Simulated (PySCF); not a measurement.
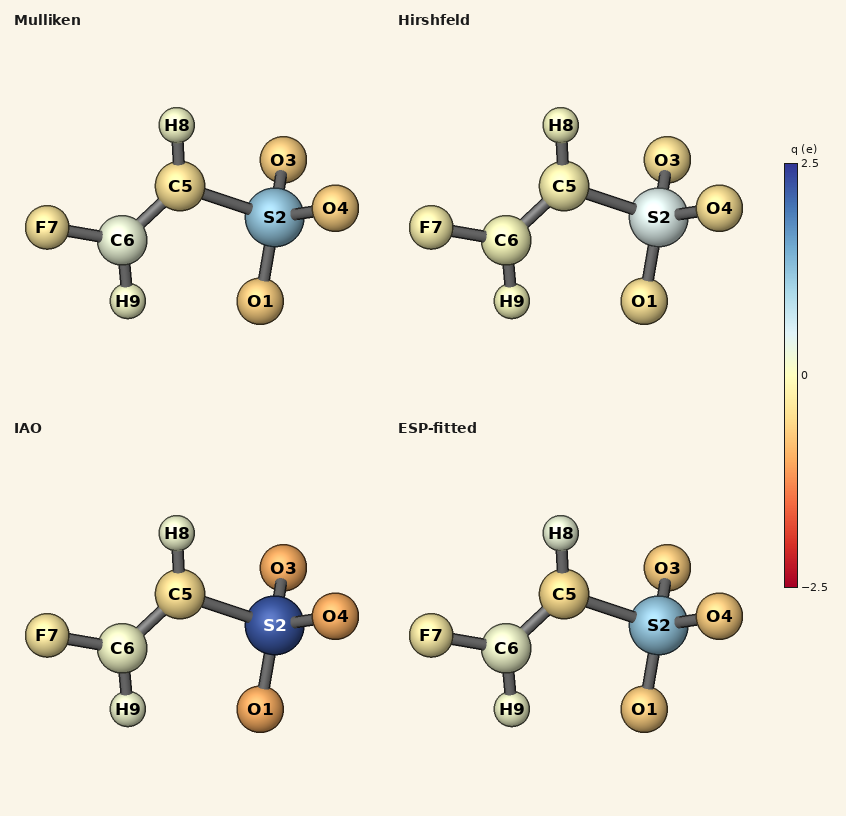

Atomic charges of one calculation by 4 schemes, on one colour scale. State: charge −1, singlet. The geometry was computed by an optimisation with GFN2-xTB. No frequency run is at hand to confirm it as a minimum. Computed with PBE0/pcSseg-1 (PySCF 2.14.0).

> Which scheme gives the most polar picture (largest mean size of the charges)?

The IAO charges are the largest in size here, and the Hirshfeld charges the smallest.

> On which atom do the schemes disagree most?

On S2 (from 0.44 to 2.22 e).

List the charges (e), one line for each set of equivalent atoms.

```tsv
atom	Mulliken	Hirshfeld	IAO	ESP-fitted
O1	−0.64	−0.41	−0.97	−0.65
S2	1.20	0.44	2.22	1.19
O3, O4	−0.63	−0.43	−0.96	−0.65
C5	−0.42	−0.12	−0.45	−0.51
C6	0.24	0.01	0.11	0.14
F7	−0.33	−0.14	−0.31	−0.23
H8	0.11	0.04	0.16	0.24
H9	0.11	0.04	0.17	0.12
```
